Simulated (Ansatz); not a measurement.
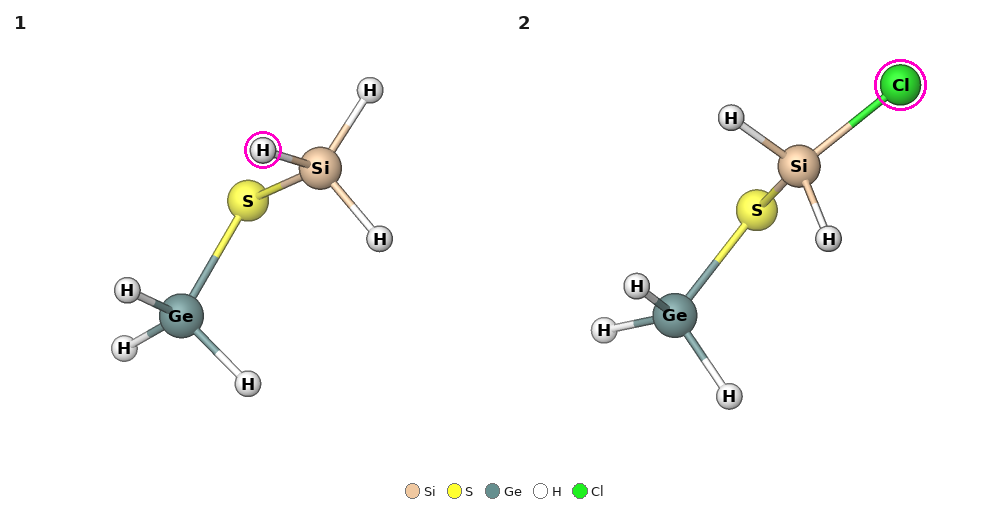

2 molecules with one skeleton, seen from the same side and at one scale; the atom that differs is circled. Charge 0, singlet. Computed geometries: PBE0-D4/def2-TZVP optimisations, one conformation each. Properties computed with Ansatz 0.2.0.

One atom differs, called X below: H in panel 1, Cl in panel 2. Their formulas are GeH6SSi (`[SiH3][S][GeH3]`), ClGeH5SSi (`Cl[SiH2][S][GeH3]`).

In which is the dipole moment larger (r2SCAN-D4/def2-TZVPP)?

In panel 2 (X = Cl).

In which is the HOMO energy (Kohn–Sham orbital) higher (r2SCAN-D4/def2-TZVPP)?

In panel 1 (X = H).

Give the values. With PBE0-D4/def2-TZVP: length of X–Si (Å), angle S–Si–X (°), harmonic zero-point energy (kJ/mol). With r2SCAN-D4/def2-TZVPP: dipole moment (D), HOMO energy (Kohn–Sham orbital) (eV), HOMO–LUMO gap (eV).

```tsv
quantity	1 (H)	2 (Cl)	2 − 1
length of X–Si (Å)	1.487	2.048	+0.561
angle S–Si–X (°)	111.1	108.1	−3.0
dipole moment (D)	1.15	2.31	+1.16
HOMO energy (Kohn–Sham orbital) (eV)	−6.47	−6.67	−0.20
HOMO–LUMO gap (eV)	5.66	5.67	+0.01
harmonic zero-point energy (kJ/mol)	132.3	117.3	−15.0
```
